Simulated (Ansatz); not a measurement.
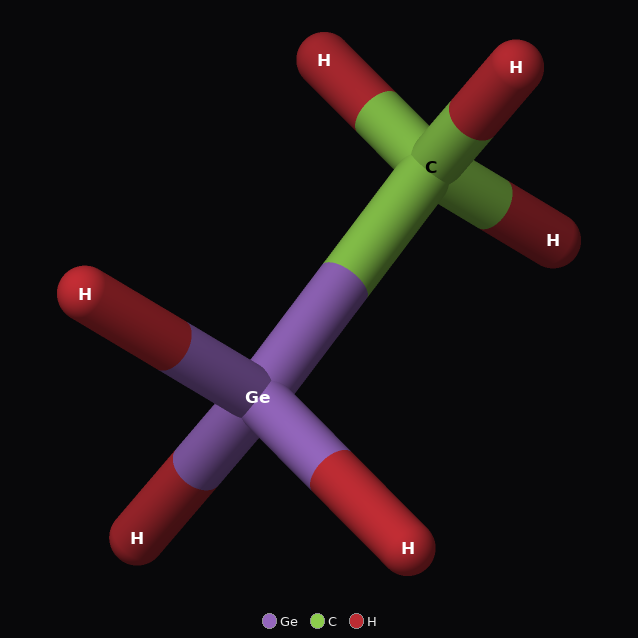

Rendered structure (stick style). Every bond is drawn as one stick, whatever its order.

**Give the formula.**

CH6Ge, 8 atoms: 1 carbon, 6 hydrogen and 1 germanium.

**Which point group does it belong to?**

C3v.

More results for the same structure follow; atom numbers are the same in all pictures, views and colours differ. The computed structure is the end point of a PBE0-D4/def2-TZVP optimisation.

**Shape**

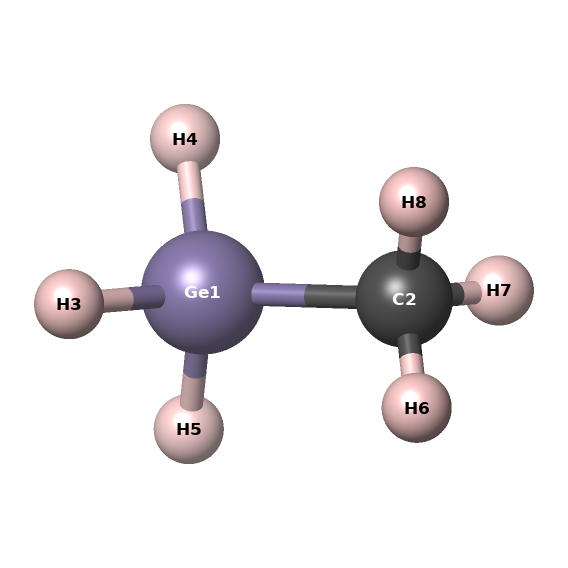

Atoms carry their numbers in the input.

List the bonds and their lengths.

```json
{"bond": "Ge1–C2", "length (Å)": "1.953"}
{"bond": "Ge1–H3", "length (Å)": "1.539"}
{"bond": "Ge1–H4", "length (Å)": "1.539"}
{"bond": "Ge1–H5", "length (Å)": "1.539"}
{"bond": "C2–H6", "length (Å)": "1.091"}
{"bond": "C2–H7", "length (Å)": "1.091"}
{"bond": "C2–H8", "length (Å)": "1.091"}
```

**Vibrations**

Harmonic vibrations computed with RKS PBE0-D4/def2-TZVP (Ansatz 0.2.0) at a stationary point of the same level.

**List the wavenumbers.**

18 modes: 163, 490, 490, 610, 842, 846, 846, 900, 900, 1267, 1458, 1458, 2148, 2148, 2148, 3067, 3158, 3158 cm⁻¹.

**Charges**

The questions are on Mulliken charges. Properties computed with RKS PBE0-D4/def2-TZVP (Ansatz 0.2.0).

List the Mulliken charges.

```json
{"atom": "Ge1", "value (e)": "0.09"}
{"atom": "C2", "value (e)": "−0.50"}
{"atom": "H3", "value (e)": "−0.01"}
{"atom": "H4", "value (e)": "−0.01"}
{"atom": "H5", "value (e)": "−0.01"}
{"atom": "H6", "value (e)": "0.15"}
{"atom": "H7", "value (e)": "0.15"}
{"atom": "H8", "value (e)": "0.15"}
```

**Thermal motion**

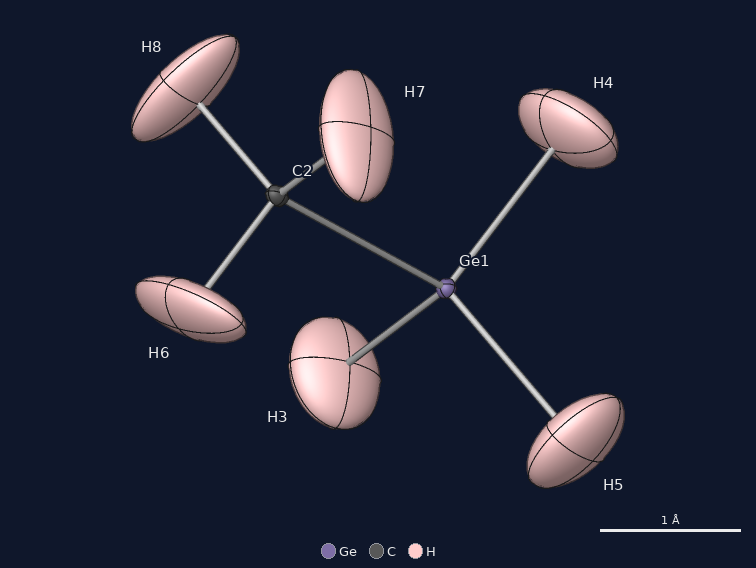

Displacement ellipsoids at the 50 % level, enlarged 1.5 times, from the internal vibrations of the free molecule (harmonic, no overall translation or rotation; no half-axis is drawn under 0.075 Å). Vibrations computed with RKS PBE0-D4/def2-TZVP (Ansatz 0.2.0). Temperature: 200 K.

**Which atom has the largest mean-square displacement?**

H6, H7, H8, with U_eq = 0.0247 Å².

**Does H7 move more along its bond or across it?**

Across it: the root-mean-square amplitude is 0.074 Å along the bond and up to 0.225 Å across, since bending and torsion are softer than stretching.

Give the displacement parameters, one line for each set of equivalent atoms.

```csv
atom,U_eq (Å²),rms amplitudes (Å)
Ge1,0.00004,"0.005, 0.005, 0.009"
C2,0.00084,"0.020, 0.020, 0.042"
"H3, H4, H5",0.0229,"0.088, 0.160, 0.188"
"H6, H7, H8",0.0247,"0.073, 0.136, 0.225"
```

Mulliken values depend strongly on the basis set and can even reverse the polarity of a bond.
